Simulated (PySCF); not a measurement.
# C4H5FN2Se: the cost of one run

Programs: PySCF 2.14.0, with routines of our own; each step states its level. All values are computed. Atoms count from 0.

## Step 1: The starting structure

13 atoms, charge 0, multiplicity 1; geometry from: GFN2-xTB.

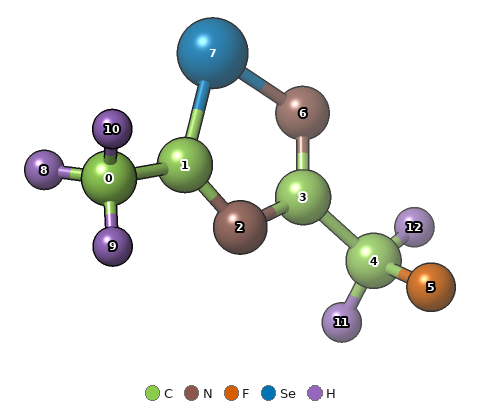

The starting geometry (carbon green, nitrogen brown, fluorine orange, selenium blue, hydrogen purple).

## Step 2: Excited states: TDA BHandHLYP/aug-cc-pVDZ

What the job is given:

```
{"job": {"kind": "states", "xc": "BHandHLYP", "basis": "aug-cc-pVDZ", "tda": true, "soc": true, "nstates": 6, "ntriplets": 5, "nquad": 4}, "charge": 0, "multiplicity": 1}
C     -2.489510    -0.257187     0.079927
C     -1.108017     0.265932    -0.019383
N     -0.047548    -0.459745     0.030718
C      1.084729     0.268054    -0.087229
C      2.414817    -0.416475    -0.039646
F      2.645056    -0.940053     1.208148
N      1.024055     1.558825    -0.244274
Se    -0.663690     2.101878    -0.259727
H     -3.017092    -0.114462    -0.863067
H     -2.454111    -1.318961     0.310405
H     -3.042012     0.266740     0.858584
H      2.436394    -1.255030    -0.743571
H      3.212540     0.300972    -0.248613
```

With the program's defaults for keys left out, this is: TDA BHandHLYP/aug-cc-pVDZ excited states, vertical, gas phase, spin-orbit mean-field couplings.

Launch:

```sh
$ OMP_NUM_THREADS=1 python excited_run.py task.json out
```

This one command runs all jobs of the session in turn.

**Question.** How long does this first job take on 1 thread of Intel Xeon Platinum 8488C, shared host, and how much memory does it need?

About 72 s, with a peak of 0.91 GiB.
